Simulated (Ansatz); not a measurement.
CH$_{5}$ClOSi

```xyz
9

Si    0.0427   -0.0452    0.0541
Cl    0.3083    0.2218    2.1025
H     1.3291    0.1821   -0.6386
H    -1.0115    0.9167   -0.3678
O    -0.3978   -1.6041   -0.2625
C    -1.5432   -2.2639    0.2380
H    -1.5421   -2.2913    1.3419
H    -2.4760   -1.7740   -0.0981
H    -1.5410   -3.2983   -0.1375
```

All numbers below come from RKS B3LYP-D4/def2-SVP in Ansatz.

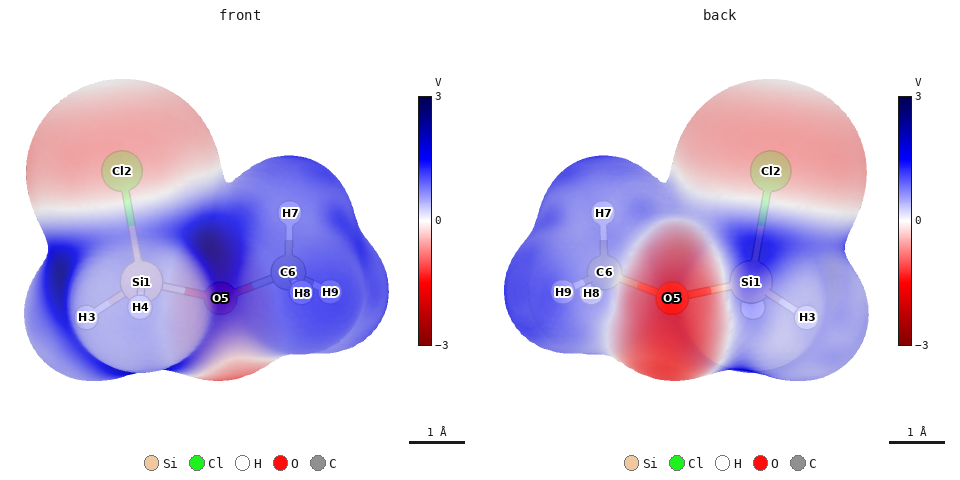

Figure 1. The electrostatic potential painted on the density surface at 0.004 e/bohr³, seen from the front and from behind; red is negative and blue positive.

> Which sites attract a positive test charge, and which a negative one?

A positive charge is drawn to the negative regions and a negative charge to the positive ones. The most negative region (about −1.3 V, or −30 kcal/mol for a unit charge) lies over O5, the most positive (about +2.3 V, or +53 kcal/mol for a unit charge) over Si1. O5 is the likeliest acceptor of a hydrogen bond.

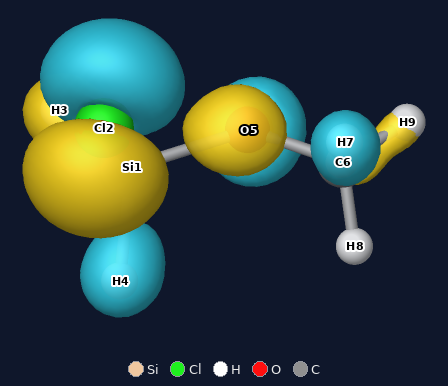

Figure 2. The HOMO−1 at ±0.15 Å⁻³ᐟ² (yellow and cyan are the two phases), seen from one side.

> Describe this orbital and give its energy.

It lies mainly on Cl2 (about 50 %), O5 (about 20 %) and Si1 (about 10 %); largely a combination of lone pairs on Cl2 and O5. Its energy is −8.38 eV.

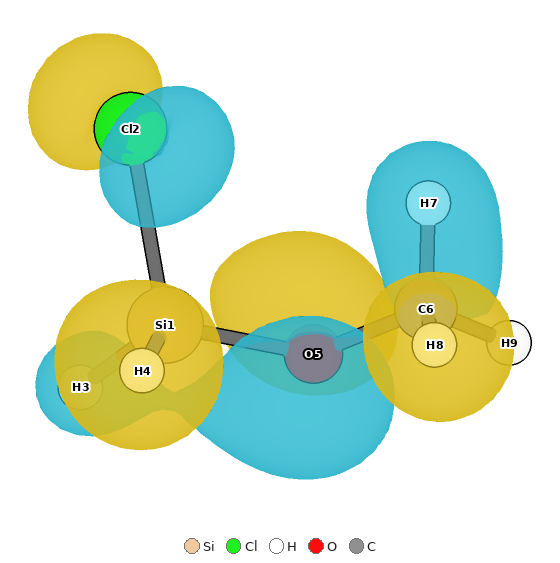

Figure 3. The HOMO at ±0.1 Å⁻³ᐟ² (yellow and cyan are the two phases), seen across its widest extent.

> What is the character of this orbital?

By Hirshfeld shares it lies mainly on O5 (about 50 %), Si1 (about 10 %), Cl2 (about 10 %), C6 (about 10 %), H4 (about 10 %) and H8 (about 5 %). Its energy is −8.18 eV.
